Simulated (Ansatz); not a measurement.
## Electronic structure of CHBF2Sn in real space

The calculation's input:

```
crystal:
  periodic: [false, false, false]
  atoms:
    - {symbol: C, position_ang: [-0.321111, -1.415949, -2.613015]}
    - {symbol: B, position_ang: [-1.156127, -2.141953, -1.574564]}
    - {symbol: F, position_ang: [-2.359583, -1.562427, -1.197144]}
    - {symbol: F, position_ang: [-0.888556, -3.297954, -0.951128]}
    - {symbol: Sn, position_ang: [-1.375950, 0.273442, -3.094407]}
    - {symbol: H, position_ang: [0.646669, -1.792579, -2.978243]}
basis:
  gaussian:
    orbitals: def2-TZVPD
total_charge: 0
hamiltonian:
  xc: pbe0
output:
  forces: true
  orbitals: {seedname: orbitals}
```

Run with:

```sh
ansatz run input.yaml --threads 1 --pin off --max-ram 2610MiB --events-out events.jsonl --progress --plain --runs-dir runs
```

Geometry: BLYP-D3(BJ)/def2-SVP; core potentials replace the inner electrons of Sn.

Method: isolated molecule in a Gaussian basis; Kohn-Sham density functional theory, functional PBE0 in Ansatz 0.2.0.

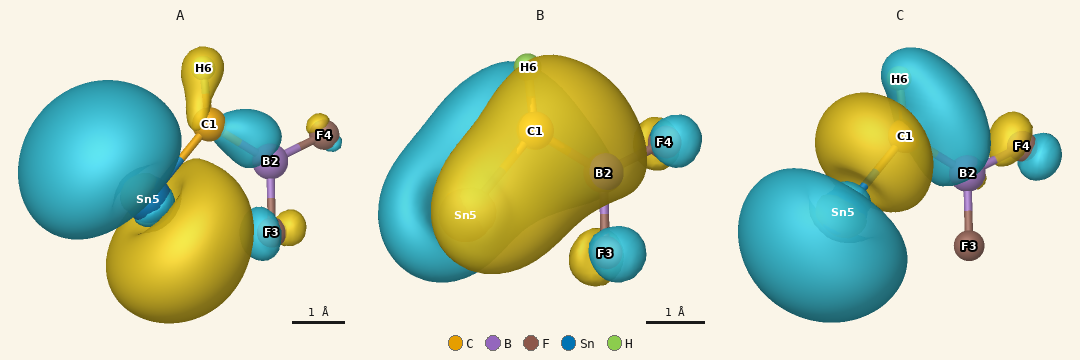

Figure 1. Three frontier orbitals at ±0.08 Å⁻³ᐟ² (yellow and cyan are the two phases), in no order.

Question: Which picture is the HOMO−1, the HOMO and the LUMO?

Answer: C is the HOMO−1 (−7.37 eV). It lies mainly on Sn5 (about 55 %) and C1 (about 35 %); it is symmetric in the molecular plane (an in-plane orbital: σ, lone-pair or in-plane π type). B is the HOMO (−6.54 eV). By Hirshfeld shares it lies mainly on C1 (about 45 %), Sn5 (about 30 %) and B2 (about 15 %); it changes sign across the molecular plane (π type); π-bonding across C1–Sn5. A is the LUMO (−2.84 eV). By Hirshfeld shares it lies mainly on Sn5 (about 90 %); it is symmetric in the molecular plane (an in-plane orbital: σ, lone-pair or in-plane π type).

Question: What is the HOMO–LUMO gap?

Answer: 3.70 eV between the orbital energies.

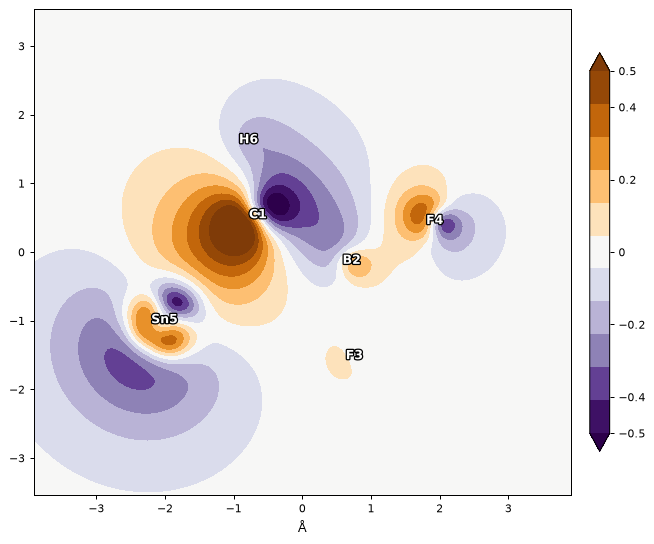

Figure 2. The HOMO−1 on the molecular plane (values in Å⁻³ᐟ²; the overall sign is arbitrary).

Question: Where does this orbital lie, and at what energy?

Answer: It lies mainly on Sn5 (about 55 %) and C1 (about 35 %); it is symmetric in the molecular plane (an in-plane orbital: σ, lone-pair or in-plane π type). Its energy is −7.37 eV.
